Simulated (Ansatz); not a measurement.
Ga$_{4}$PN$_{3}$

```
CELL_PARAMETERS angstrom
3.34589 0.00000 0.00000
0.00000 6.75637 0.00000
0.00000 0.00000 4.69099
ATOMIC_POSITIONS crystal
N 0.00000 0.22985 0.00153
Ga 0.50000 0.22033 0.77118
N 0.50000 0.00000 0.50318
Ga 0.00000 0.00000 0.26921
N 0.00000 0.77015 0.00153
Ga 0.50000 0.77967 0.77118
P 0.50000 0.50000 0.50088
Ga 0.00000 0.50000 0.18131
```

Space group Pmm2; started from the ordered alloy on zincblende lattice prototype, which need not be the ambient phase; computed pressure about 5 GPa in this cell.

Theory: DFT, PBE, plane waves, PAW (Ansatz).

The density is the valence pseudo-density of a PAW calculation; it isn't the true density close to the nuclei.

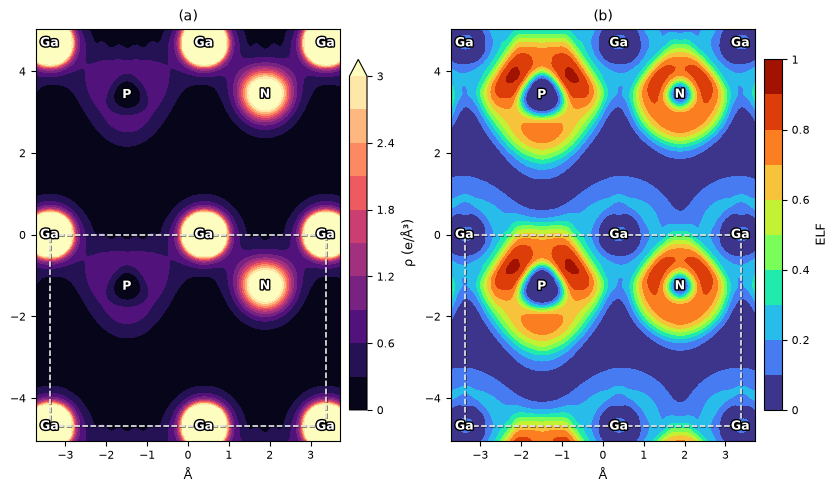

Figure 1. (a) valence pseudo-density; (b) electron localisation function on the (100) plane of the conventional cell.

Q: What do the fields say about this system?

A: The plane passes through Ga, N and P nuclei.
Ga–N (1.95 Å): the density is about 0.75 e/Å³ at the midpoint; the ELF peaks at about 0.85 in the valence shell of N, 0.7 Å from its nucleus, and is about 0.45 at the midpoint.
Ga–P (2.28 Å): ρ at the midpoint is about 0.62 e/Å³; the ELF peaks at about 0.90 between the atoms; a covalent bond.
Between the atoms the lowest density in this plane is 0.03 e/Å³.

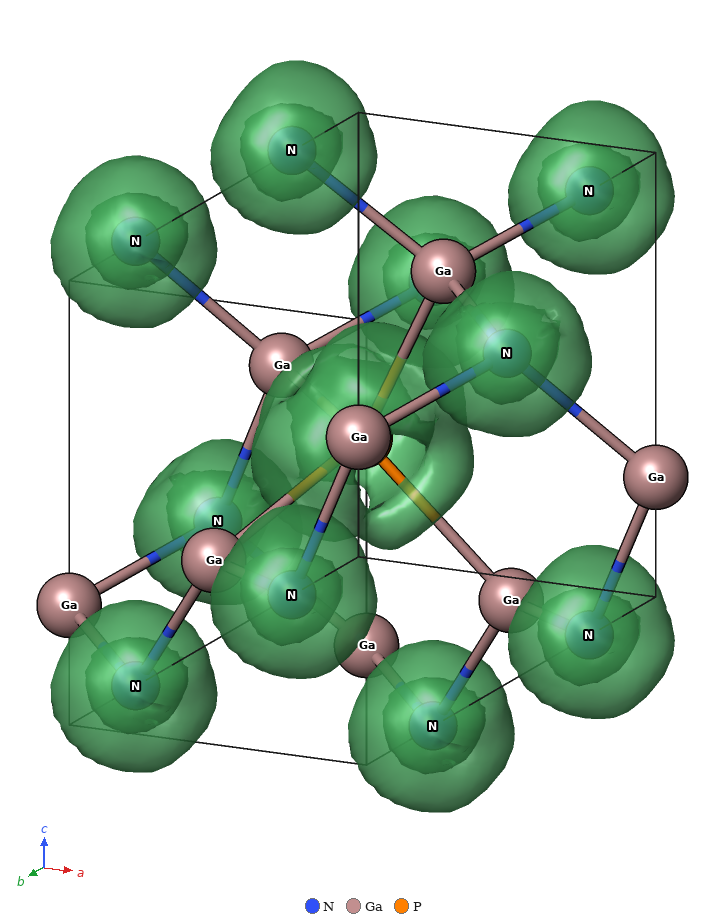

Figure 2. Isosurface of the electron localisation function at 0.75 (green), seen at an oblique angle. Core shells and regions of very low density are left out. Sticks mark near contacts.

Q: What do the ELF domains correspond to?

A: The surface consists of one region on P in which the atom's valence shell and bonds are merged and three regions wrapped around N (the valence shell of each), counted in one cell of 8 atoms. Any copies at cell faces, edges or corners count once. Along the contacts the grid gives the following. Ga–P (2.25 Å): the ELF peaks at about 0.90 between the atoms (a covalent bond).
